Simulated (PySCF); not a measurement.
# C₂HF₂Ga: electronic excitations

What electronic excitations should C₂HF₂Ga (`C#[C][Ga]([F])[F]`) show?

The runs use PySCF 2.14.0, with density-fitted response routines of our own; the level of theory stands in each step. All values are computed, except where a source is named. Atoms are numbered from 0 throughout.

### Step 1. The molecule as given

6 atoms, charge 0, multiplicity 1; geometry from: GFN2-xTB.

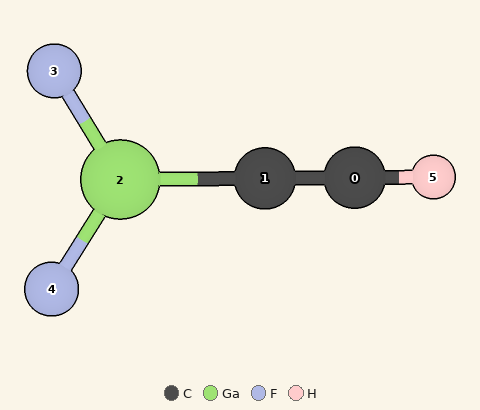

As it starts; carbon dark grey, gallium green, fluorine light blue, hydrogen pink, atoms numbered.

### Step 2. Excited states and response: CAM-B3LYP/def2-SVPD

The job: settings as JSON, then the geometry in Å.

```
{"job": {"kind": "uv", "xc": "CAM-B3LYP", "basis": "def2-SVPD", "nstates": 8, "ntriplets": 3}, "charge": 0, "multiplicity": 1}
C     -1.851287     0.212634     0.462449
C     -0.676480     0.078289     0.248123
Ga     1.216623    -0.138854    -0.096241
F      2.165801    -1.299126     0.780692
F      2.031665     0.818153    -1.294096
H     -2.883199     0.330895     0.650509
```

Level: TDDFT CAM-B3LYP/def2-SVPD, vertical, gas phase, core orbitals frozen in the response.

The run is started by

```
$ OMP_NUM_THREADS=1 python probes_run.py task.json out
```

One launch serves the whole session: the jobs run in the order shown.

What will the session give for the following? lowest singlet (CAM-B3LYP/def2-SVPD); brightest single state of those computed; lowest triplet; surface potential, least and greatest. Wanted: lowest singlet; brightest single state of those computed; lowest triplet; surface potential, least and greatest.

**Answer**, as computed:

| quantity | value |
| --- | --- |
| lowest singlet (CAM-B3LYP/def2-SVPD) | 5.55 eV (223 nm), f = 0.000 |
| brightest single state of those computed | state 7, 8.16 eV, f = 0.212 |
| lowest triplet | 4.83 eV |
| surface potential, least and greatest | -1.14 V and 3.91 V |

What this shows: The lowest singlet, at 5.55 eV, is HOMO→LUMO 0.91 and is dark; of the 8 states computed, the strongest absorption comes from state 7 at 8.16 eV. The lowest triplet lies 0.72 eV below the lowest singlet (triplets in Tamm-Dancoff, singlets in full TDDFT). At CAM-B3LYP/def2-SVPD, counted by nearest atom on the grid, the HOMO lies on C0, C1 about 47 % each, the LUMO on Ga2 49 %; C0, C1 about 15 % each.
